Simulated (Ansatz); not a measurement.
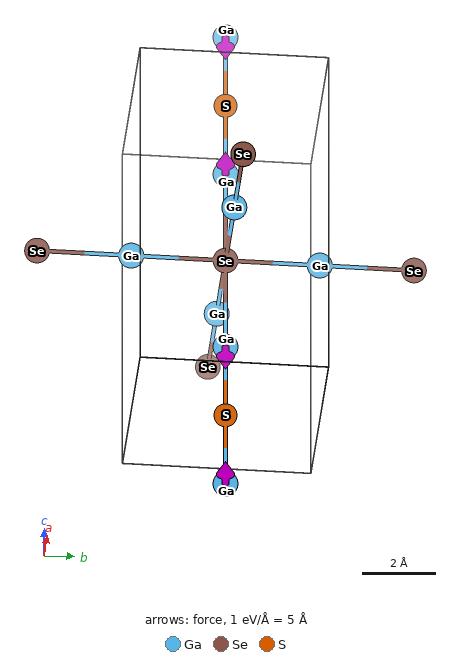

Starting geometry of crystalline Ga4SeS (a generated structure, set up in P4/mmm) with the computed forces as purple arrows. The picture is a ball-and-stick view of the cell of the calculation, seen from a free direction.

The calculation used Ansatz, DFT PBE, scalar-relativistic, plane waves, PAW. (plane-wave cutoff 420 eV; k-point mesh 8 × 8 × 4; occupations gaussian; smearing width 0.1 eV; no spin polarisation; cell and atoms relaxed; force threshold 0.01 eV/Å; at most 80 steps)

> Is this structure relaxed? If not, where do the atoms go?

It isn't relaxed: the largest force vector, on Ga atoms, is 0.15 eV/Å. The atoms end up moving mostly along the starting forces (cosine between the two patterns 1.00). The energy falls by 1.146 eV per cell of the calculation in 16 accepted moves (20 points after the start). Largest force component: 0.15 eV/Å at the start, 0.0086 eV/Å at the end. Pressure: 1.58 GPa at the start and 0.00 GPa at the end. The line search rejected the trial step at point 5 of the run. At 3 points the geometry stayed and the basis and grid were re-selected for the new cell (energy shift of 90.7 meV per cell of the calculation at most each time). The largest moves relative to the cell, 1.09 Å, are those of Ga atoms. Se and S stay in place. The drawn cell changes as follows: a = b 5.192 → 5.426 Å (+4.5 %), c 10.278 → 15.192 Å (+47.8 %); the volume changes by +61.4 %. Among the contacts that change: Ga–Se 2.866 → 5.328 Å, Ga–Se 2.596 → 2.713 Å, Ga–S 2.274 → 2.269 Å. Bonds break: Ga–Se (2.87 → 5.33 Å). The space group stays P4/mmm (No. 123).
